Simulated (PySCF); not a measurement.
**Excited-state calculation, with input and output: C2HF3S2**

C2HF3S2, SMILES FC(F)(F)SC=S, computed with TDDFT PBE0/def2-SVPD, vertical, gas phase, core orbitals frozen in the response (PySCF 2.14.0).

The geometry comes from this level: GFN2-xTB, MD frame at 250 fs, 600 K. It belongs to a series of runs on one base structure; here: MD frame at 250 fs, 600 K.

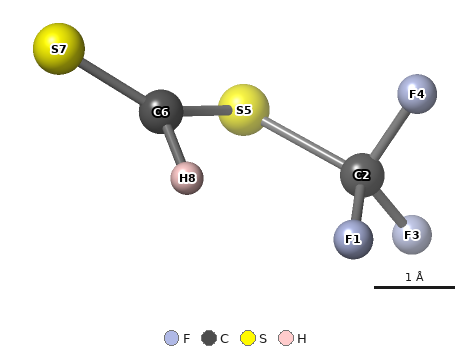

Figure 1. The input geometry (ball-and-stick view, seen at a tilt; atoms are numbered from 1 in the order of the input). Bond lengths as drawn: C–F 1.29 to 1.35 Å, C–H 1.14 Å and C–S 1.58 to 1.89 Å.

### Key numbers

- outcome: converged
- total energy: −1171.530764 hartree
- HOMO: −7.02 eV
- LUMO: −2.64 eV
- dipole moment: 1.28 D
- mean polarisability: 73.35 a.u.
- lowest excitation: 2.62 eV
- hardware: 1 CPU thread, shared host
- wall time: 37 s
- peak memory: 0.71 GiB

### Input
```
{"job": {"kind": "uv", "xc": "PBE0", "basis": "def2-SVPD", "nstates": 5, "ntriplets": 0}, "charge": 0, "multiplicity": 1}
F     -1.290900     1.311600     0.191100
C     -1.349300    -0.036300     0.105400
F     -2.317200    -0.219000    -0.734100
F     -1.626800    -0.498000     1.273400
S      0.156100    -1.082400    -0.347700
C      1.379600     0.044300     0.156800
S      2.907800    -0.062700     0.541900
H      0.949600     1.104500     0.138100
```

The first line tells a small driver script what to run in PySCF; the rest is the geometry in Å.

Launch command:
```bash
OMP_NUM_THREADS=1 python <driver script> task.json out
```

### The program's output
```
coarse grid: 9304 points
cycle   1  E = -1171.2544588984  dE =  1.272e+00  |g| = 8.847e-01  |ddm| = 3.889e+00
cycle   2  E = -1170.9592407639  dE =  2.952e-01  |g| = 1.515e+00  |ddm| = 2.284e+00
cycle   3  E = -1171.4060448185  dE = -4.468e-01  |g| = 1.548e-01  |ddm| = 1.646e+00
cycle   4  E = -1171.4107175962  dE = -4.673e-03  |g| = 9.052e-02  |ddm| = 2.998e-01
cycle   5  E = -1171.4130734832  dE = -2.356e-03  |g| = 1.386e-02  |ddm| = 1.188e-01
cycle   6  E = -1171.4131195160  dE = -4.603e-05  |g| = 4.730e-03  |ddm| = 2.417e-02
cycle   7  E = -1171.4131247681  dE = -5.252e-06  |g| = 8.987e-04  |ddm| = 6.579e-03
final grid: 86096 points
cycle   8  E = -1171.5307478761  dE = -1.719e-05  |g| = 8.167e-03  |ddm| = 6.169e-02
cycle   9  E = -1171.5307115457  dE =  3.633e-05  |g| = 1.423e-02  |ddm| = 2.417e-02
cycle  10  E = -1171.5307634141  dE = -5.187e-05  |g| = 1.815e-03  |ddm| = 1.705e-02
cycle  11  E = -1171.5307643781  dE = -9.640e-07  |g| = 3.767e-04  |ddm| = 3.047e-03
cycle  12  E = -1171.5307644140  dE = -3.592e-08  |g| = 5.461e-05  |ddm| = 5.988e-04
cycle  13  E = -1171.5307644147  dE = -6.503e-10  |g| = 2.261e-05  |ddm| = 1.093e-04
```

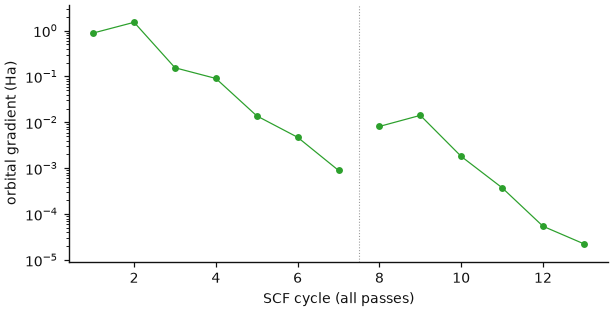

Figure 2. Convergence of the self-consistent field: orbital gradient against the SCF cycle. The dotted line marks the change from a coarse to the final integration grid. The first 7 cycles use a coarse grid, the final grid takes over at cycle 8, and the field converges after 13 cycles in all.

```
converged SCF energy = -1171.5307644147

Static polarisability (au): isotropic 73.348, principal 50.856 61.447 107.740

Singlet excitations
state   eV       nm        f      main configurations
  1   2.6174    473.7   0.00006   H->L 1.00
  2   4.6149    268.7   0.01054   H->L+1 0.89, H-1->L 0.10
  3   4.8396    256.2   0.15901   H-1->L 0.76, H->L+1 0.11
  4   5.2696    235.3   0.01530   H-1->L+1 0.94
  5   6.3164    196.3   0.10280   H->L+2 0.54, H-2->L 0.20, H->L+3 0.15
```

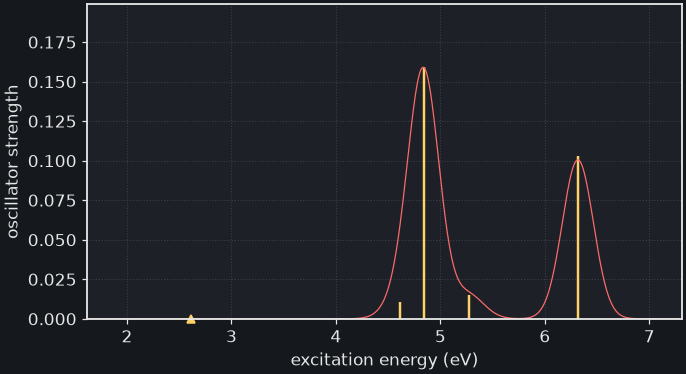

Figure 3. Computed excitations as sticks (degenerate states added up, dark ones marked on the axis), with a Gaussian envelope of 0.35 eV full width at half maximum, scaled to the tallest. Of the 5 states the lowest lies at 2.62 eV (f = 0.000); the strongest line is at 4.84 eV, or 256 nm (f = 0.159).

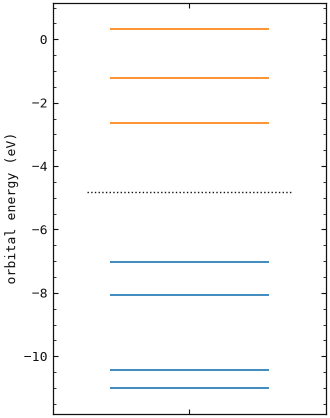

Figure 4. Orbital energies near the frontier; the dotted line parts filled from empty levels, and levels within 0.02 eV of each other stand side by side. Highest filled −7.02 eV, lowest empty −2.64 eV, 4.38 eV apart.
